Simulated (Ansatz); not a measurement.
**One shape, several levels: doublet CH6Si+**

Aim: a comparison of 6 runs (UHF/STO-3G, UB2PLYP/STO-3G, UB3LYP/STO-3G, RPA@PBE/STO-3G, UMP2/STO-3G, UCCSD(T)/STO-3G) of doublet CH6Si+. 

The calculation is run with Ansatz 0.2.0.

47 further runs of the same task are left out: 1 that didn't finish, 46 set aside as unsound or not needed.

**1. Starting point**

CH6Si+: 8 atoms, total charge +1, spin state doublet. SMILES of the parent species: `C[SiH3]`. The shape is that of a PBE0-D4/def2-TZVP optimisation. That shape belongs to the parent species and isn't relaxed for this state.

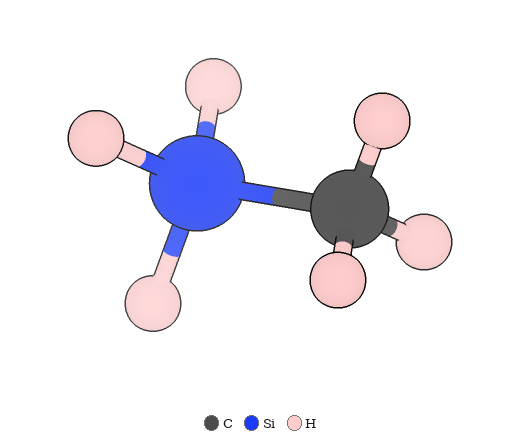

Viewed from a chosen angle; carbon dark grey, silicon blue, hydrogen pink.

**2. The energy at UHF/STO-3G (run 1)**

Contents of run.yaml:

```yaml
crystal:
  periodic: [false, false, false]
  atoms:
    - {symbol: C, position_ang: [-0.181500, 0.239740, -0.940300]}
    - {symbol: Si, position_ang: [0.162420, -0.214550, 0.841500]}
    - {symbol: H, position_ang: [-1.240470, 0.112510, -1.175580]}
    - {symbol: H, position_ang: [0.395470, -0.391420, -1.619800]}
    - {symbol: H, position_ang: [0.086600, 1.280720, -1.133860]}
    - {symbol: H, position_ang: [-0.624960, 0.646220, 1.765390]}
    - {symbol: H, position_ang: [1.605560, -0.040010, 1.159870]}
    - {symbol: H, position_ang: [-0.203110, -1.633210, 1.102780]}
basis:
  gaussian:
    orbitals: STO-3G
total_charge: 1
magnetization:
  spin_polarized: true
  initial_magnetization: 1
hamiltonian:
  xc: hf
accuracy: high
```

Started as:

```sh
$ ansatz run run.yaml --threads 1 --pin off --max-ram 3480MiB --events-out events.jsonl --progress --plain --runs-dir runs
```

What it wrote:

```text
Warning: RAYON_NUM_THREADS=1 ignored (pool sized by the plan → 1); use --threads N
Functional definition: HF
  name "HF"
  exchange = exact_x
  correlation = 0
361 factors; integrals over basis functions are off by at most 5.4e-9 eV
mean field evaluation 1: about -8872.9699 eV, gradient 1.2e1 eV
mean field evaluation 2: about -8873.0027 eV, gradient 1.2e1 eV
mean field evaluation 4: about -8874.2524 eV, gradient 1.7e0 eV
mean field evaluation 8: about -8874.3432 eV, gradient 2.4e-1 eV
mean field evaluation 16: about -8875.0396 eV, gradient 6.6e-3 eV
mean field evaluation 32: about -8875.0293 eV, gradient 2.4e-1 eV
mean field evaluation 64: about -8874.3258 eV, gradient 8.0e-1 eV
mean field evaluation 96: about -8874.3257 eV, gradient 2.5e-2 eV
mean field -8875.03796930 eV, -326.1516296550 hartree, gradient 1.9e-8 eV, S^2 0.755866; 4 other end points of the search recorded, 0 dependent functions left out
reference -8875.03796930 eV, -326.1516296550 hartree; 13, 12 occupied and 7, 8 virtual orbitals, 361 factors
Total energy: -8875.03796930 eV, -326.1516296550 hartree
```

Wall time 0.2 s (1 thread of Arm Neoverse V2, shared host).

**3. The energy at UB2PLYP/STO-3G (run 2)**

Contents of in.yaml:

```yaml
crystal:
  periodic: [false, false, false]
  atoms:
    - {symbol: C, position_ang: [-0.181500, 0.239740, -0.940300]}
    - {symbol: Si, position_ang: [0.162420, -0.214550, 0.841500]}
    - {symbol: H, position_ang: [-1.240470, 0.112510, -1.175580]}
    - {symbol: H, position_ang: [0.395470, -0.391420, -1.619800]}
    - {symbol: H, position_ang: [0.086600, 1.280720, -1.133860]}
    - {symbol: H, position_ang: [-0.624960, 0.646220, 1.765390]}
    - {symbol: H, position_ang: [1.605560, -0.040010, 1.159870]}
    - {symbol: H, position_ang: [-0.203110, -1.633210, 1.102780]}
basis:
  gaussian:
    orbitals: STO-3G
total_charge: 1
accuracy: high
magnetization:
  spin_polarized: true
  initial_magnetization: 1
correlation:
  frozen_orbitals: {C: 1, H: 0, Si: 5}
hamiltonian:
  xc: {name: B2PLYP}
```

Started as:

```sh
$ ansatz run in.yaml --threads 1 --pin off --max-ram 3480MiB --events-out events.jsonl --progress --plain --runs-dir runs
```

What it wrote, shortened:

```text
Warning: RAYON_NUM_THREADS=1 ignored (pool sized by the plan → 1); use --threads N
Functional definition: B2PLYP
  name "B2PLYP"
[...]
361 factors; integrals over basis functions are off by at most 5.4e-9 eV
[...]
mean field -8890.99017880 eV, -326.7378625415 hartree, gradient 3.2e-8 eV, S^2 0.753498; 3 other end points of the search recorded, 0 dependent functions left out
6 core orbitals not correlated: weight in the atoms' cores, before any rotation towards them, 1.000 or more for the frozen orbitals, at most 0.000 for the correlated occupied ones
reference -8890.99019879 eV, -326.7378632758 hartree; 7, 6 occupied and 7, 8 virtual orbitals, 361 factors
second order -3.11049329 eV of doubles, -0.00000000 eV of singles
Total energy: -8891.83003197 eV, -326.7687265762 hartree
```

Run time: 3.3 s. Hardware: 1 thread of Arm Neoverse V2, shared host; peak memory 0.15 GiB.

Runs 3 to 5 aren't shown in full; the table further down has their settings and results.

**4. A single-point energy at UCCSD(T)/STO-3G (run 6)**

Contents of input.yaml:

```yaml
crystal:
  periodic: [false, false, false]
  atoms:
    - {symbol: C, position_ang: [-0.181500, 0.239740, -0.940300]}
    - {symbol: Si, position_ang: [0.162420, -0.214550, 0.841500]}
    - {symbol: H, position_ang: [-1.240470, 0.112510, -1.175580]}
    - {symbol: H, position_ang: [0.395470, -0.391420, -1.619800]}
    - {symbol: H, position_ang: [0.086600, 1.280720, -1.133860]}
    - {symbol: H, position_ang: [-0.624960, 0.646220, 1.765390]}
    - {symbol: H, position_ang: [1.605560, -0.040010, 1.159870]}
    - {symbol: H, position_ang: [-0.203110, -1.633210, 1.102780]}
basis:
  gaussian:
    orbitals: STO-3G
magnetization:
  spin_polarized: true
  initial_magnetization: 1
accuracy: high
total_charge: 1
scf:
  omitted_lower_state_checks: [cluster_reference, increment]
correlation:
  method: ccsd_t
  frozen_orbitals: {C: 1, H: 0, Si: 5}
```

Started as:

```sh
$ ansatz run input.yaml --threads 1 --pin off --max-ram 3480MiB --events-out events.jsonl --progress --plain --runs-dir runs
```

What it wrote, shortened:

```text
Warning: RAYON_NUM_THREADS=1 ignored (pool sized by the plan → 1); use --threads N
[... 2 set-up lines as earlier in the session ...]
[...]
361 factors; integrals over basis functions are off by at most 5.4e-9 eV
[...]
mean field -8875.03796930 eV, -326.1516296550 hartree, gradient 1.9e-8 eV, S^2 0.755866; 6 other end points of the search recorded, 0 dependent functions left out
6 core orbitals not correlated: weight in the atoms' cores, before any rotation towards them, 1.000 or more for the frozen orbitals, at most 0.000 for the correlated occupied ones
reference -8875.03796930 eV, -326.1516296550 hartree; 7, 6 occupied and 7, 8 virtual orbitals, 361 factors
second order -2.42100287 eV of doubles, -0.00000000 eV of singles
cycle   1  -3.10635363 eV  change   -6.9e-1 eV  update   6.7e-2
[...]
cycle  24  -3.49378677 eV  change  -9.9e-10 eV  update   1.2e-9
perturbative correction -0.02881180 eV, -0.0010588143 hartree
Total energy: -8878.56056787 eV, -326.2810827647 hartree
Checks for a lower state left out: cluster_reference, increment
```

Run time: 0.28 s. Hardware: 1 thread of Arm Neoverse V2, shared host.

**5. All runs side by side**

```tsv
run	level	frozen core orbitals	energy (Eh)	⟨S²⟩	wall time
1	UHF/STO-3G	–	-326.151630	0.756	0.2 s
2	UB2PLYP/STO-3G	6	-326.768727	0.753	3.3 s
3	UB3LYP/STO-3G	–	-327.006203	0.754	9 s
4	RPA@PBE/STO-3G	6	-326.365053	0.751	8.7 s
5	UMP2/STO-3G	6	-326.240600	0.756	0.18 s
6	UCCSD(T)/STO-3G	6	-326.281083	0.756	0.28 s
```

**6. What came out**

| quantity | value |
| --- | --- |
| run 6: total energy | -326.28108 Eh |
| run 6: correlation energy (6 core orbitals frozen) | -129.5 mEh |
| run 6: (T) correction | -1.06 mEh |
| run 6: ⟨S²⟩ of the reference determinant | 0.756 |
| run 6: T1 diagnostic | 0.010 |

**Reading.** Below the UHF energy at the same shape and in the same basis (STO-3G): UMP2 -89.0 mEh; UCCSD(T) -129.5 mEh. Totals of different functionals can't be ranked against each other. In runs 1, 2, 3, 4, 5, 6 the basis is minimal, so the values are rough. All runs together took 22 s, the longest 9 s.
